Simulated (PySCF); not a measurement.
**SnBr (doublet): density, localisation and related maps**

```xyz
2

Sn    0.0000    0.0000   -1.0023
Br    0.0000    0.0000    1.5227
```

Core potentials replace the inner electrons of Sn.

Computed with PBE0/def2-TZVPPD, non-relativistic Hamiltonian with scalar-relativistic core potentials where named, at a bond length of 2.525 Å in PySCF 2.14.0.

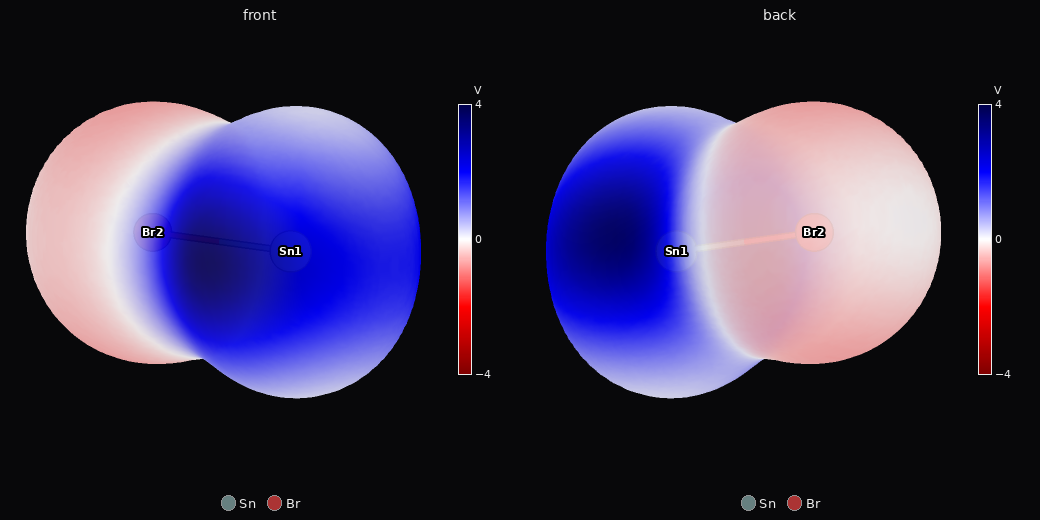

Figure 1. The molecular electrostatic potential painted on the density surface at 0.004 e/bohr³, seen from the front and from behind; the colour scale runs from red (negative) to blue (positive).

**Which sites attract a positive test charge, and which a negative one?**

A positive charge is drawn to the negative regions and a negative charge to the positive ones. The most negative region (about −0.7 V) lies over Br2, the most positive (about +3.8 V) over Sn1.

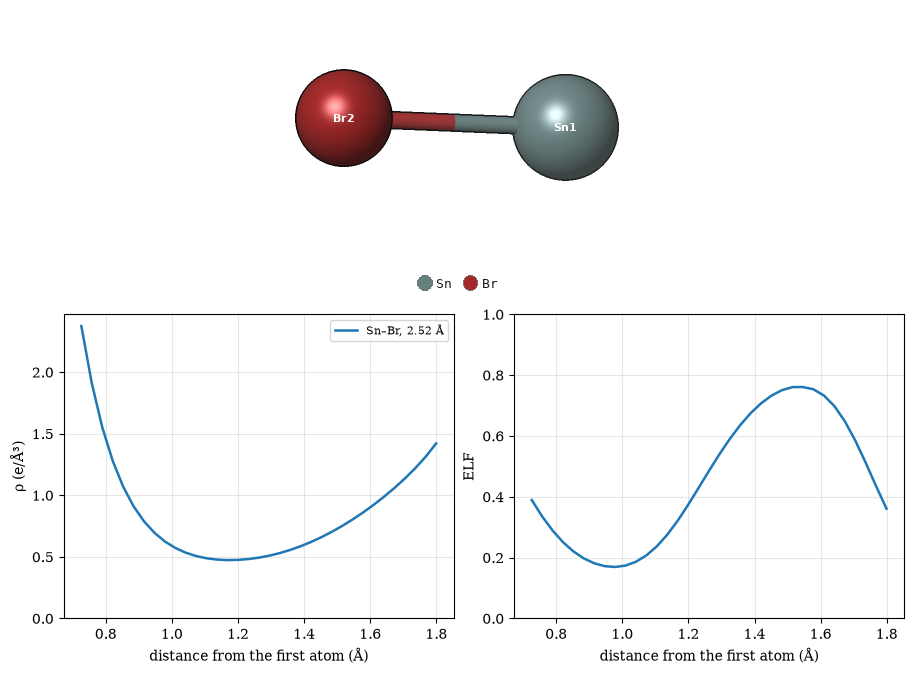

Figure 2. Electron density and electron localisation function along straight lines between neighbouring atoms. The curves leave out the atomic cores. The structure is drawn too.

**What can be read from the curves?**

Sn–Br (2.52 Å): ρ is about 0.49 e/Å³ halfway; the ELF peaks at about 0.75 in the valence shell of Br, 1.0 Å from its nucleus, and drops to about 0.15 between the two atoms.
